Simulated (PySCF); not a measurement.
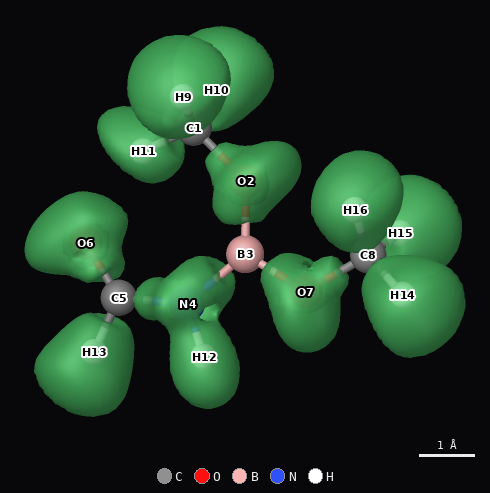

Figure 1: C3H8BNO3 (SMILES COB(NC=O)OC). Isosurface of the ELF at 0.75 (green), seen at an oblique angle. Only the valence region is drawn (cores and ρ < 0.01 e/Å³ removed).

Geometry: PBE0-D3(BJ)/def2-SVP.

Computed with CAM-B3LYP/def2-SVPD, SCF density, gas phase (PySCF 2.14.0).

Input file:

```
{"job": {"kind": "uv", "xc": "CAM-B3LYP", "basis": "def2-SVPD", "ip": true, "dynamic": true}, "charge": 0, "multiplicity": 1}
C     -1.057213     1.786057     0.275557
O      0.075048     0.950853     0.292392
B      0.260828    -0.338763    -0.034146
N     -0.677653    -1.335334    -0.558180
C     -1.982496    -1.346388    -0.954606
O     -2.766050    -0.427623    -0.939938
O      1.502685    -0.881752     0.131134
C      2.567423    -0.122784     0.639950
H     -1.259830     2.129213     1.302350
H     -0.831010     2.671296    -0.338876
H     -1.941831     1.274273    -0.125105
H     -0.220684    -2.234555    -0.678505
H     -2.288924    -2.354622    -1.326315
H      3.348726    -0.814410     0.986916
H      2.999357     0.529445    -0.137729
H      2.251155     0.516099     1.479382
```

Command:

```sh
OMP_NUM_THREADS=1 python probes_run.py task.json out
```

Question: Describe the localisation domains.

Answer: At this value the surface marks out seven regions around hydrogen nuclei, three regions on O in which the atom's valence shell and bonds are merged and one joined region spread over several atoms (H, N), in which their bonds and any lone pairs are merged.

Values along the shortest contacts:
C–O (1.21 Å): the ELF peaks at about 0.85 between the atoms (a multiple bond). B–O (1.34 Å): the ELF peaks at about 0.90 between the atoms; a short, strongly polar bond.
